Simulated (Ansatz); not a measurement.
# BFHInO: vertical ionisation energy

Aim: the vertical ionisation energy of BFHInO, as cation minus neutral at the neutral's geometry, on several levels, and how well −ε(HOMO) stands in for it.

Computed with Ansatz 0.2.0, Gaussian basis. Level: unrestricted cation, the program's frozen cores in correlated methods.

The runs, in order: UKS PBE-D4/def2-TZVPP; UKS r2SCAN-D4/def2-TZVPP; UKS PBE0-D4/def2-TZVPP; UKS B3LYP-D4/def2-TZVPP; UKS wB97X-V/def2-TZVPP; UKS wB97M-V/def2-TZVPP; UKS B2PLYP/def2-TZVPP; UHF-CCSD(T)/def2-TZVPP; UHF-MP2/def2-QZVPP; extrapolation to the limit; then −ε(HOMO) from the neutral's earlier runs with LDA (SPW92), PBE-D4, revPBE-D4, BLYP-D4, r2SCAN-D4, B97M-V, PBE0-D4, B3LYP-D4, r2SCANh-D4, r2SCAN0-D4, HSE06-D4, BHLYP-D4, CAM-B3LYP-D4, LC-ωPBE, ωB97X-V, ωB97M-V.

**1. Structure used throughout**

The geometry comes from an earlier relaxation with PBE0-D4 in a triple-zeta def2 set; it is a stationary point. In takes the def2 core potential; no spin-orbit term is included.

5 atoms, charge 0, spin multiplicity 1.

Atoms are counted from 1 here; the program's logs count them from 0.

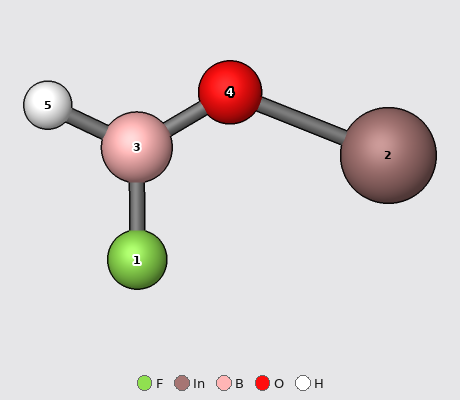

The structure; fluorine green, indium brown, boron pink, oxygen red, hydrogen white; atoms are numbered from 1 in the order of the file.

**2. Cation, UKS PBE-D4/def2-TZVPP**

in.yaml reads:

```yaml
crystal:
  periodic: [false, false, false]
  atoms:
    - {symbol: F, position_ang: [-1.331287, 0.148222, -0.517165]}
    - {symbol: In, position_ang: [0.362073, -2.067162, 1.273856]}
    - {symbol: B, position_ang: [-0.037289, 0.522630, -0.330058]}
    - {symbol: O, position_ang: [0.780774, -0.246520, 0.362770]}
    - {symbol: H, position_ang: [0.275629, 1.569129, -0.830802]}
basis:
  gaussian: {orbitals: def2-TZVPP}
total_charge: 1
magnetization: {spin_polarized: true, initial_magnetization: 1}
hamiltonian: {xc: pbe, dispersion: d4}
```

The run is started by

```bash
$ ansatz run in.yaml --threads 2 --pin off --events-out ev --progress --plain --max-ram 4352MiB
```

After this run come: Cation, UKS r2SCAN-D4/def2-TZVPP; Cation, UKS PBE0-D4/def2-TZVPP; Cation, UKS B3LYP-D4/def2-TZVPP; Cation, UKS wB97X-V/def2-TZVPP; Cation, UKS wB97M-V/def2-TZVPP; Cation, UKS B2PLYP (frozen core)/def2-TZVPP; Cation, UHF-CCSD(T)/def2-TZVPP; Cation, UHF-MP2/def2-QZVPP.

**Question.** What will the summary of the whole plan be? Wanted: ionisation energy, CCSD(T)/CBS; nearest functional by difference; nearest −ε(HOMO); −ε(HOMO) of PBE; T1 of the cation.

As calculated:

| quantity | value |
| --- | --- |
| ionisation energy, CCSD(T)/CBS | 9.79 eV |
| nearest functional by difference | ωB97M-V (-0.23 eV) |
| nearest −ε(HOMO) | LC-ωPBE (-0.05 eV) |
| −ε(HOMO) of PBE | 6.19 eV |
| T1 of the cation | 0.022 |

**Reading.** Energy differences with functionals land within 0.59 eV of the reference. −ε(HOMO) of PBE misses by 3.6 eV, since self-interaction lifts the level. Among orbital estimates LC-ωPBE comes nearest. Hartree-Fock falls 1.20 eV short, as the neutral has more correlation energy than the cation. Correlated methods include outer-core shells of In, which these sets cover unevenly. With outer-core shells in play the reference is unsure by up to some tenths of an eV, so close misses can't be ranked.
